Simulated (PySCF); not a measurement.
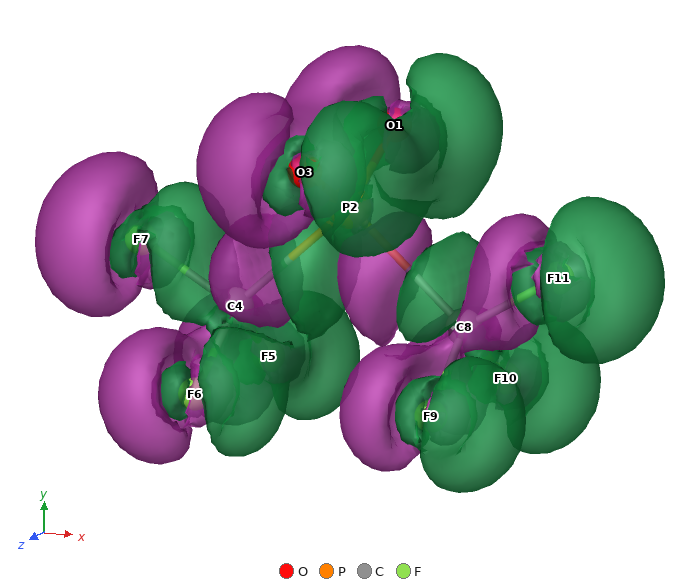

C2F6O2P, charge −1, SMILES `O=P([O-])(C(F)(F)F)C(F)(F)F`. Change of the electron density in a uniform field of 0.10 V/Å, surfaces at ±0.0005 e/Å³ (green: gain, purple: loss).

Level of theory: HF/6-31+G* (PySCF), at a geometry from GFN2-xTB. No frequency check shows the geometry to be a minimum. The basis has diffuse s and p functions alone, which still leaves polarisabilities too small, most of all across bonds. GFN2-xTB bond lengths at metals and heavier atoms can be off by up to 0.1 Å and shapes distorted, which carries into these values.

Geometry (Å), atoms numbered from 1:

```
O1       0.0002    1.6191   -1.3002
P2      -0.0001    0.9317    0.0001
O3      -0.0004    1.6192    1.2999
C4      -1.4168   -0.3465   -0.0004
F5      -1.4625   -1.1583   -1.0704
F6      -1.4630   -1.1579    1.0699
F7      -2.5796    0.3313    0.0001
C8       1.4168   -0.3463    0.0003
F9       1.4626   -1.1580    1.0703
F10      1.4632   -1.1584   -1.0693
F11      2.5796    0.3317   -0.0003
```

The field was applied in both directions; the picture shows the one opposite to the script's first.

**Along which Cartesian direction does the field point?**

Along −x: electrons gather on the +x side, against the field.

**How large is the response?**

The induced dipole is 0.26 D (along the field); α along this axis, from the fields in both directions, is 52 bohr³ (7.7 Å³).

The PySCF run took 35 s on 1 thread of AMD EPYC (Zen 3), with other jobs on the host, peak memory 0.68 GiB.
